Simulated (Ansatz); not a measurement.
Geometry optimisation.

```
crystal:
  lattice:
    - [3.989637, 0.0, 0.0]
    - [-1.994818, 3.455132, 0.0]
    - [0.0, -2.303417, 8.246586]
  atoms:
    - { symbol: Cr, position: [0.5, 0.0, 0.5] }
    - { symbol: I, position: [0.1119, 0.2238, 0.3357] }
    - { symbol: I, position: [0.8881, 0.7762, 0.6643] }
    - { symbol: Au, position: [0.0, 0.0, 0.0] }
  symmetry: { tolerance: 0.0003 }
kpoints:
  mp_grid: { grid: [5, 5, 5], shift: [0, 0, 0] }
magnetization:
  noncollinear: true
  spin_orbit: true
scf:
  occupations: { method: fermi_dirac }
hamiltonian:
  pseudopotentials: { kind: paw_fr }
  xc: lda
basis:
  ecutwfc: 500
  xc_grid: 3
output:
  forces: true
  stress: true
  eigenvalues: true
  write_density: true
  write_potential: true
  elf: true
  volumetric_format: npy
relax:
  max_steps: 40
  cell: {}
```

Command:
```bash
ansatz run input.yaml --threads 1 --pin off --max-ram 2560MiB --backend cpu --events-out ev --progress --plain --runs-dir out
```

**How does the optimisation go?**

The optimisation met its thresholds at geometry 5, counting the start as the first. The energy fell by about 84 meV/atom from the first step to the last. The largest force component goes from about 0.51 eV/Å at the start to 3 × 10⁻³ eV/Å at the end. The volume shrinks from 28.4 to 24.5 Å³ per atom (−14 %), as the pressure goes from −5.2 GPa to about 0 GPa.

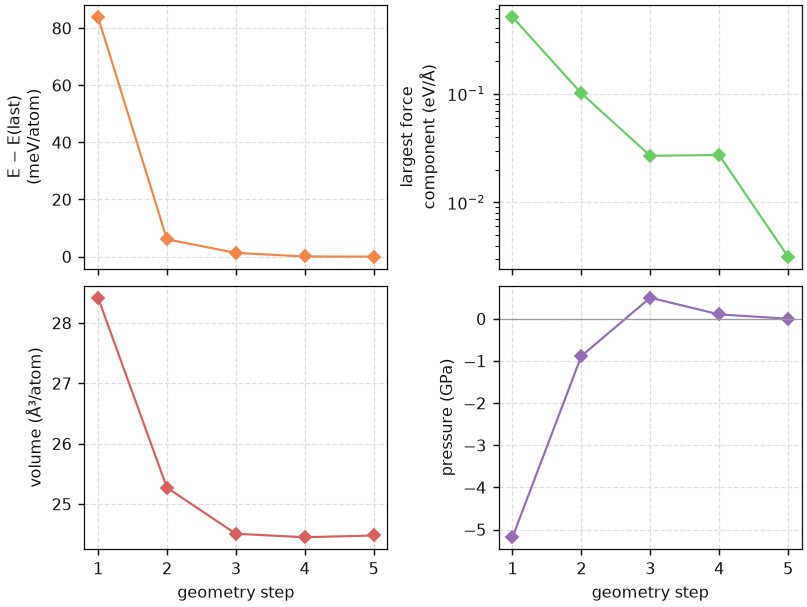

History of the run, step by step. Atoms and cell relax. A closing SCF on a freshly chosen basis isn't drawn.
